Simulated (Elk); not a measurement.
# Collinear magnetic orders of TiCo with Elk

Does TiCo prefer parallel or opposed moments, or none?

Main program and level: Elk 11.2.3 (patched build); PBE; all-electron APW+lo, Dirac cores, scalar-relativistic bands.

## Step 1: The starting structure

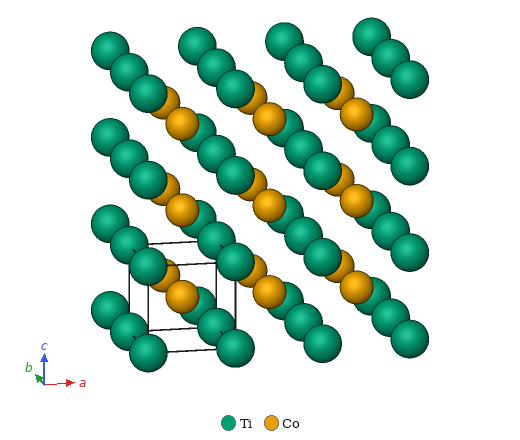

The starting structure, seen slightly off an axis (titanium teal, cobalt orange). 3×2×3 cells are drawn. Some periodic images of atoms are drawn too.

Structure file:

```cif
data_structure
_symmetry_space_group_name_H-M 'P 1'
_symmetry_Int_Tables_number 1
_cell_length_a 2.9861
_cell_length_b 2.9861
_cell_length_c 2.9861
_cell_angle_alpha 90.000
_cell_angle_beta 90.000
_cell_angle_gamma 90.000
_cell_volume 26.63
loop_
_atom_site_label
_atom_site_type_symbol
_atom_site_fract_x
_atom_site_fract_y
_atom_site_fract_z
_atom_site_occupancy
Ti1 Ti 0.00000 0.00000 0.00000 1
Co2 Co 0.50000 0.50000 0.50000 1
```

The cell comes from a database of computed structures and need not be the stable phase.

## Step 2: Run 1 (ferro +)

The parallel start comes first: it fits the smallest cell, keeps the most symmetry and shows whether parallel moments form.

Moments are seeded by fields in the spheres (the last three columns under atoms), set against the wanted direction and reduced each loop.

elk.in reads:

```
tasks
  0

xctype
  20

rgkmax
  7.0

nempty
  14

swidth
  0.005

reducebf
  0.5

epsengy
  1e-05

maxscl
  100

lmaxi
  2

spinpol
  .true.

sppath
  './'

avec
  5.64293194884 0.00000000000 0.00000000000
  0.00000000000 5.64293194884 0.00000000000
  0.00000000000 0.00000000000 5.64293194884

atoms
  2
  'Ti.in'
  1
  0.0000000000 0.0000000000 0.0000000000   0.000000 0.000000 0.000000
  'Co.in'
  1
  0.5000000000 0.5000000000 0.5000000000   0.000000 0.000000 -0.150000

ngridk
  8 8 8
```

Run with:

```console
OMP_NUM_THREADS=4 elk
```

Numbers of over 12 decimals in the logs are rounded to 6 here.

The program printed:

```text
Warning(gndstate): core states of species 2 leak from the muffin-tin :   0.4851103726E-03

--- INFO.OUT ---
┌─────────────────────────┐
│ Elk code version 11.2.3 │
└─────────────────────────┘

All units are atomic (Hartree, Bohr, etc.)

┌─────────────────────────────────────────────────┐
│ Ground-state run starting from atomic densities │
└─────────────────────────────────────────────────┘

Lattice vectors :
   5.642931949       0.000000000       0.000000000
   0.000000000       5.642931949       0.000000000
   0.000000000       0.000000000       5.642931949

Reciprocal lattice vectors :
   1.113461116       0.000000000       0.000000000
   0.000000000       1.113461116       0.000000000
   0.000000000       0.000000000       1.113461116

Unit cell volume      :    179.6860818
Brillouin zone volume :    1.380464257

Muffin-tin inner radius fraction :   0.1000000000E-01

Nuclei treated as point charges

Species : 1 (Ti)
 parameters loaded from : Ti.in
 name : titanium
 nuclear charge    :   -22.00000000
 electronic charge :    22.00000000
 atomic mass :    87256.20317
 muffin-tin radius :    2.400000000
 number of radial points in muffin-tin :    993
 inner part over the whole radius :   0.9985722337E-02
 number on inner part of muffin-tin    :    699
 approximate nuclear radius :   0.6805665174E-04
 number of mesh points to nuclear radius :    325
 atomic positions (lattice), magnetic fields (Cartesian) :
  1 :   0.00000000  0.00000000  0.00000000    0.00000000  0.00000000  0.00000000

Species : 2 (Co)
 parameters loaded from : Co.in
 name : cobalt
 nuclear charge    :   -27.00000000
 electronic charge :    27.00000000
 atomic mass :    107428.6517
 muffin-tin radius :    2.400000000
 number of radial points in muffin-tin :    993
 inner part over the whole radius :   0.9997676968E-02
 number on inner part of muffin-tin    :    701
 approximate nuclear radius :   0.7243775530E-04
 number of mesh points to nuclear radius :    333
 atomic positions (lattice), magnetic fields (Cartesian) :
  1 :   0.50000000  0.50000000  0.50000000    0.00000000  0.00000000 -0.15000000

Total number of atoms per unit cell :    2
Total muffin-tin volume :    115.8116716
 ratio of muffin-tin to unit cell volume :   0.6445222156

Spin treatment :
 spin-polarised
 global magnetic field (Cartesian) :    0.000000000       0.000000000       0.000000000
 collinear magnetisation in z-direction

Number of Bravais lattice symmetries :   48
Number of crystal symmetries         :   48
Crystal has inversion symmetry
Real symmetric eigensolver will be used

k-point grid :      8     8     8
k-point offset :    0.000000000       0.000000000       0.000000000
k-point set is reduced with full crystal symmetry group
Total number of k-points :       35

Muffin-tin radius times maximum |G+k| :    7.000000000
 using average radius
Maximum |G+k| for APW functions       :    2.916666667
Maximum (1/2)|G+k|²                   :    4.253472222
Maximum |G| for potential and density :    12.00000000
Constant for pseudocharge density :    7
 order of it for each species :   14  14
 order of it for pair densities of each species (exact exchange by exxq0 0: 14) :   10  10
Radial integration step length :    1

G-vector grid sizes :     24    24    24
Number of G-vectors :     5257

Maximum angular momentum used for
 APW functions            :    8
 outer part of muffin-tin :    6
 inner part of muffin-tin :    2

Total nuclear charge    :   -49.00000000
Total core charge       :    22.00000000
Total valence charge    :    27.00000000
Total excess charge     :    0.000000000
Total electronic charge :    49.00000000

Effective Wigner radius, rₛ :   0.9566283558

Number of empty states         :     28
Total number of valence states :     84
Total number of core states    :     22

Third-order local-orbitals added for an l without core states : T
Total number of local-orbitals :     40

Exchange-correlation functional :     20     0     0
 Perdew-Burke-Ernzerhof, Phys. Rev. Lett. 77, 3865 (1996)
 gradient requirement :    1
 generalised gradient approximation (GGA)

Smearing type :    3
 Fermi-Dirac
Smearing width :   0.5000000000E-02
Effective electronic temperature (K) :    1578.875124

Mixing type :    3
 Broyden mixing, J. Phys. A: Math. Gen. 17, L317 (1984)

Kohn-Sham potential initialised from atomic data

┌──────────────────────────────┐
│ Self-consistent loop started │
└──────────────────────────────┘

┌─────────────────┐
│ Loop number : 1 │
└─────────────────┘

Energies :
 Fermi                       :     0.231069
 sum of occupied eigenvalues :     -1304.8741137949
 electron kinetic            :      2276.4333812478
 core electron kinetic       :      2072.4506521142
 Coulomb                     :     -4421.9031640222
 Coulomb potential           :     -3442.6113634100
 nuclear-nuclear             :     -389.36689391493
 electron-nuclear            :     -4637.2973853530
 Hartree                     :      604.76111524567
 Madelung                    :     -2700.5974823173
 xc potential                :     -138.62324302123
 xc effective B-field        :    -0.39229030747950E-01
 external B-field            :      0.000000
 exchange                    :     -99.745725254633
 correlation                 :     -2.240500
 electron entropic           :    -0.22899355014726E-02
 total energy                :     -2247.4582978854
 (external B-field energy excluded from total)

Density of states at Fermi energy :    25.06906249
 (states/Hartree/unit cell)

Estimated indirect band gap :   0.1889970275E-02
 from k-point 15 to k-point 5
Estimated direct band gap   :   0.2803235657E-02
 at k-point 15

Charges :
 core                        :    22.00000000
 valence                     :    27.00000000
 interstitial                :    2.242122832
 muffin-tins (core leakage)
  species : 1 (Ti)
   atom 1                    :    19.81854639     ( -0.2204033684E-06)
  species : 2 (Co)
   atom 1                    :    26.93933078     (  0.4941864659E-03)
 total in muffin-tins        :    46.75787717
 total calculated charge     :    48.99932322
 total charge                :    49.00000000
 error                       :   0.6767805506E-03

Moments :
 interstitial                :  -0.1125485015
 muffin-tins
  species : 1 (Ti)
   atom 1                    :  -0.1745396399
  species : 2 (Co)
   atom 1                    :    1.238637040
 total in muffin-tins        :    1.064097400
 total moment                :   0.9515488988

┌─────────────────┐
│ Loop number : 2 │
└─────────────────┘

Energies :
 Fermi                       :     0.232380
 sum of occupied eigenvalues :     -1304.8153636228
 electron kinetic            :      2277.1846732236
 core electron kinetic       :      2073.1110379985
 Coulomb                     :     -4421.5912662535
 Coulomb potential           :     -3443.0612947752
 nuclear-nuclear             :     -389.36689391493
 electron-nuclear            :     -4636.2262581753
 Hartree                     :      604.00188583670
 Madelung                    :     -2700.0606188659
 xc potential                :     -138.86415869437
 xc effective B-field        :    -0.41297577040225E-01
 external B-field            :      0.000000
 exchange                    :     -99.707343721619
 correlation                 :     -2.240281
 electron entropic           :    -0.22881024678917E-02
 total energy                :     -2246.3565056435
 (external B-field energy excluded from total)

Density of states at Fermi energy :    24.78709040
 (states/Hartree/unit cell)

Estimated indirect band gap :   0.1357626740E-02
 from k-point 5 to k-point 23
Estimated direct band gap   :   0.5057719764E-02
 at k-point 15

Charges :
 core                        :    22.00000000
 valence                     :    27.00000000
 interstitial                :    2.255171898
 muffin-tins (core leakage)
  species : 1 (Ti)
   atom 1                    :    19.86201736     ( -0.2204051448E-06)
  species : 2 (Co)
   atom 1                    :    26.88281074     (  0.4955423304E-03)
 total in muffin-tins        :    46.74482810
 total calculated charge     :    48.99932129
 total charge                :    49.00000000
 error                       :   0.6787124126E-03

Moments :
 interstitial                :  -0.1155514475
 muffin-tins
  species : 1 (Ti)
   atom 1                    :  -0.1835631465
  species : 2 (Co)
   atom 1                    :    1.270792061
 total in muffin-tins        :    1.087228915
 total moment                :   0.9716774673

RMS change in Kohn-Sham potential (target) :    3.883619867     (  0.1000000000E-05)
Absolute change in total energy (target)   :    1.101792242     (  0.1000000000E-04)

[... loops 3 to 22 left out ...]

┌──────────────────┐
│ Loop number : 23 │
└──────────────────┘

Energies :
 Fermi                       :     0.320641
 sum of occupied eigenvalues :     -1301.1623076393
 electron kinetic            :      2276.0968452590
 core electron kinetic       :      2072.3473954931
 Coulomb                     :     -4421.5182345027
 Coulomb potential           :     -3445.0642405950
 nuclear-nuclear             :     -389.36689391493
 electron-nuclear            :     -4634.2158242200
 Hartree                     :      602.06448363218
 Madelung                    :     -2698.9861142053
 xc potential                :     -132.17559872993
 xc effective B-field        :    -0.19314124143339E-01
 external B-field            :      0.000000
 exchange                    :     -99.654633892880
 correlation                 :     -2.239351
 electron entropic           :    -0.48702678015439E-02
 total energy                :     -2247.3202440557
 (external B-field energy excluded from total)

Density of states at Fermi energy :    59.61428321
 (states/Hartree/unit cell)

Estimated indirect band gap :   0.2407863576E-03
 from k-point 15 to k-point 25
Estimated direct band gap   :   0.2483754545E-02
 at k-point 25

Charges :
 core                        :    22.00000000
 valence                     :    27.00000000
 interstitial                :    2.201909986
 muffin-tins (core leakage)
  species : 1 (Ti)
   atom 1                    :    20.43317164     ( -0.2204260809E-06)
  species : 2 (Co)
   atom 1                    :    26.36491838     (  0.4851102984E-03)
 total in muffin-tins        :    46.79809001
 total calculated charge     :    48.99934292
 total charge                :    49.00000000
 error                       :   0.6570753046E-03

Moments :
 interstitial                :  -0.5484636846E-01
 muffin-tins
  species : 1 (Ti)
   atom 1                    :  -0.4877517567E-01
  species : 2 (Co)
   atom 1                    :   0.8262590838
 total in muffin-tins        :   0.7774839081
 total moment                :   0.7226375397

RMS change in Kohn-Sham potential (target) :   0.5755333546E-06 (  0.1000000000E-05)
Absolute change in total energy (target)   :   0.5162289654E-05 (  0.1000000000E-04)

Convergence targets achieved

┌──────────────────┐
│ Loop number : 24 │
└──────────────────┘

Energies :
 Fermi                       :     0.320641
 sum of occupied eigenvalues :     -1301.1623047151
 electron kinetic            :      2276.0968385019
 core electron kinetic       :      2072.3473964483
 Coulomb                     :     -4421.5182266962
 Coulomb potential           :     -3445.0642473632
 nuclear-nuclear             :     -389.36689391493
 electron-nuclear            :     -4634.2158025305
 Hartree                     :      602.06446974921
 Madelung                    :     -2698.9861030146
 xc potential                :     -132.17558256293
 xc effective B-field        :    -0.19313399205340E-01
 external B-field            :      0.000000
 exchange                    :     -99.654632733669
 correlation                 :     -2.239351
 electron entropic           :    -0.48703253751525E-02
 total energy                :     -2247.3202419286
 (external B-field energy excluded from total)

Density of states at Fermi energy :    59.61513380
 (states/Hartree/unit cell)

Estimated indirect band gap :   0.2407843484E-03
 from k-point 15 to k-point 25
Estimated direct band gap   :   0.2483327181E-02
 at k-point 25

Charges :
 core                        :    22.00000000
 valence                     :    27.00000000
 interstitial                :    2.201910041
 muffin-tins (core leakage)
  species : 1 (Ti)
   atom 1                    :    20.43317238     ( -0.2204258323E-06)
  species : 2 (Co)
   atom 1                    :    26.36491758     (  0.4851103726E-03)
 total in muffin-tins        :    46.79808996
 total calculated charge     :    48.99934293
 total charge                :    49.00000000
 error                       :   0.6570745836E-03

Moments :
 interstitial                :  -0.5484689199E-01
 muffin-tins
  species : 1 (Ti)
   atom 1                    :  -0.4878894867E-01
  species : 2 (Co)
   atom 1                    :   0.8262445039
 total in muffin-tins        :   0.7774555552
 total moment                :   0.7226086632

┌──────────────────────────────┐
│ Self-consistent loop stopped │
└──────────────────────────────┘

Warning : core states of species 2 leak from the muffin-tin :   0.4851103726E-03

Wrote STATE.OUT
```

The job ended after 35 s (4 threads of Arm Neoverse V2, shared host; peak memory 0.18 GiB; 2.2 min of CPU time).

Spin moment in the muffin-tin sphere by atom:

```
atom  spin moment in the muffin-tin sphere (μB)
 Ti1                                     -0.049
 Co2                                      0.826
```

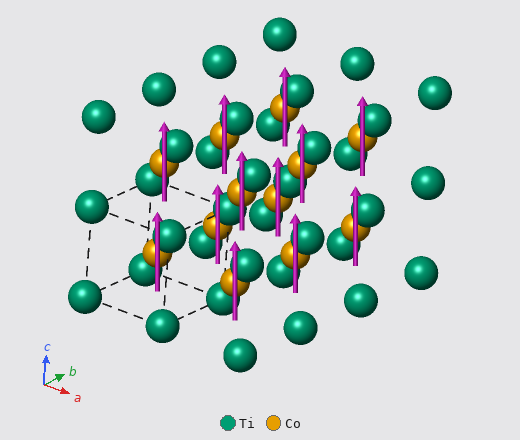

Spin moment in the muffin-tin sphere as arrows, the longest 0.826 μB. Up and down stand for the sign. Arrows give size and sign along the axis of quantisation, drawn up and down the page. 2×3×2 cells are drawn. Some periodic images of atoms are drawn too.

Read from the output:

```yaml
density_of_states_at_the_fermi_level: 2.191 states/eV/cell
moment_between_the_spheres: -0.05485 μB
magnetization: 0.7226 μB
final_state: ferromagnetic
```

After 24 cycles the largest moment stands at 0.826 μB.

(Continued in part 2 of 3.)

[Logs and program files are shortened in this print: banners, set-up blocks, solver, clock and traceback lines can be left out without a mark of their own.]

[Logs are printed without paths, hosts, clocks, repeated set-up lines and the standing remarks that a program may print on its own settings, such as how far it seeks lower states.]

[Hosts, paths, dates, database ids (printed as entryN), source tags and the programs' standing remarks are cut or masked in the printed files.]

[Where a cell is said to come from a database of computed structures, the database is the Materials Project.]
